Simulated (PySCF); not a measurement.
# C11H14 (4-isopropyl styrene): the cost of one run

Computed with PySCF 2.14.0 and routines of our own; the level stands in each step. Atoms count from 0.

## 1. The starting structure

25 atoms, charge 0, multiplicity 1; geometry from: GFN2-xTB.

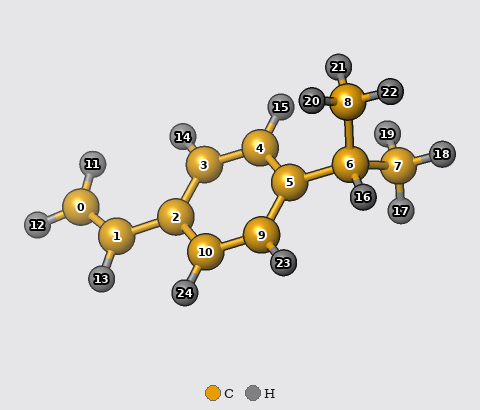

The starting geometry (carbon amber, hydrogen grey).

## 2. Relaxing the molecule at PBE0-D3(BJ)/def2-SVP

What the job is given:

```
{"job": {"xc": "PBE0", "basis": "def2-SVP", "d3": "d3bj", "grid": 2, "kind": "geom"}, "charge": 0, "multiplicity": 1}
C      4.313837    -0.776389     0.384651
C      3.503430    -0.217966    -0.506332
C      2.061485    -0.044290    -0.389184
C      1.318194    -0.523480     0.690228
C     -0.043951    -0.317663     0.761923
C     -0.721193     0.374070    -0.237078
C     -2.209211     0.608963    -0.163393
C     -2.968511    -0.718084    -0.230209
C     -2.581343     1.385599     1.101524
C      0.014201     0.843368    -1.318096
C      1.377449     0.638171    -1.395393
H      3.964792    -1.176345     1.320966
H      5.373239    -0.851316     0.207943
H      3.926127     0.168849    -1.426064
H      1.810011    -1.065912     1.483119
H     -0.587233    -0.702324     1.612820
H     -2.500759     1.212183    -1.030835
H     -2.721134    -1.249346    -1.146809
H     -4.041561    -0.540114    -0.210842
H     -2.710245    -1.353246     0.613489
H     -2.003468     2.305281     1.165068
H     -2.384756     0.793978     1.992086
H     -3.638547     1.641906     1.087694
H     -0.489093     1.379184    -2.111256
H      1.927306     1.015424    -2.246887
```

The run is started by

```
$ OMP_NUM_THREADS=1 python excited_run.py task.json out
```

This one command runs all jobs of the session in turn.

Q: Estimate the wall time and peak memory of this first job on 1 thread of Arm Neoverse V1, shared host.

About 3.1 min, with a peak of 1.1 GiB.
